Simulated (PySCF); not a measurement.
```xyz
5

Cl   -1.0258    1.5192    0.0088
C    -0.0340    0.0418    0.0571
Cl   -0.9863   -1.1471   -0.8520
Cl    1.5588    0.2479   -0.5183
H     0.0143   -0.2673    1.0760
```

Geometry: GFN2-xTB, MD frame at 250 fs, 300 K.

Theory: PySCF, PBE0/pcSseg-1, SCF density, gas phase, non-relativistic.

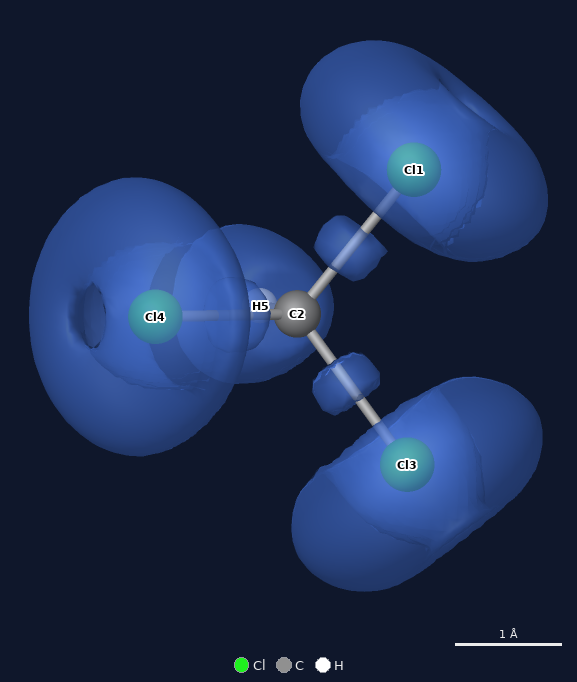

CHCl3 (SMILES ClC(Cl)Cl). Isosurface of the ELF at 0.8 (blue), seen at a tilt. Only the valence region is drawn (cores and ρ < 0.01 e/Å³ removed).

**Where are the electrons localised?**

The surface consists of three regions between bonded C–Cl atoms (shared pairs), one region around a hydrogen nucleus and three rings or bowls of non-bonding electrons around Cl. Profiles from the grid: C–Cl (1.71 Å): the ELF peaks at about 0.90 between the atoms: localised, covalent bonding. C–H (1.07 Å): the ELF climbs to about 1 towards the hydrogen, as it does in any bond to H: an ordinary covalent bond to hydrogen.
